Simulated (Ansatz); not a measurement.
Appearance energy of a fragment ion: SiH(NH2)2(SiH3) → [SiH3]+ + SiH(NH2)2 + e⁻

Species: SiH(NH2)2(SiH3), singlet; [SiH3]+ `[SiH3+]`, singlet; SiH(NH2)2, doublet. 

Shapes, held fixed at every level: PBE0-D4/def2-TZVP. Flexible molecules stand in one conformer, not always the lowest. Programs: Ansatz 0.2.0. Electronic energies: no zero-point or thermal term.

```
               level                   kind  ΔE (eV)  less CCSD(T)/CBS estimate  CPU time (sum over the molecules)
       HF/def2-TZVPP           Hartree–Fock   +10.03                      -1.50                                  –
r2SCAN-D4/def2-TZVPP               meta-GGA   +11.48                      -0.05                               34 s
   B2PLYP/def2-TZVPP          double hybrid   +11.25                      -0.28                               35 s
    CCSD(T)/def2-SVP  coupled cluster or CI   +11.10                      -0.43                               23 s
  CCSD(T)/def2-TZVPP  coupled cluster or CI   +11.38                      -0.15                             11 min
     CCSD/def2-TZVPP  coupled cluster or CI   +11.28                      -0.25                                  –
CCSD(T)/CBS estimate  coupled cluster or CI   +11.53                       0.00                             12 min
```

The highest level, CCSD(T)/CBS estimate, gives ΔE = +11.53 eV; the levels span +10.03 to +11.53. The column of differences is taken from that level and isn't an error. No measured value is set beside it here. Open shells run unrestricted unless RO is named. The CBS estimate extrapolates MP2 from def2-TZVPP and def2-QZVPP and adds CCSD(T) − MP2 in the triple-zeta set, cores frozen. The onset seen in experiment also holds zero-point changes and kinetic shifts. Times are processor times on shared x86 and Arm servers, and rough.

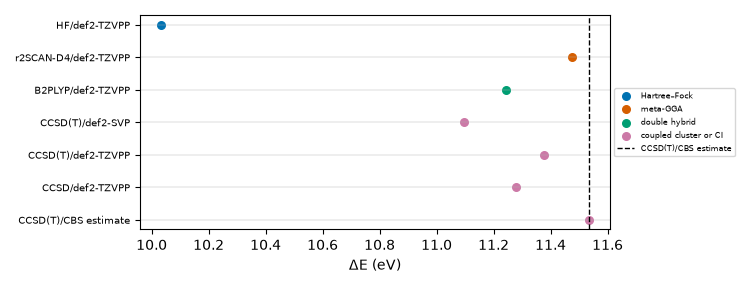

The values of the table, level by level.
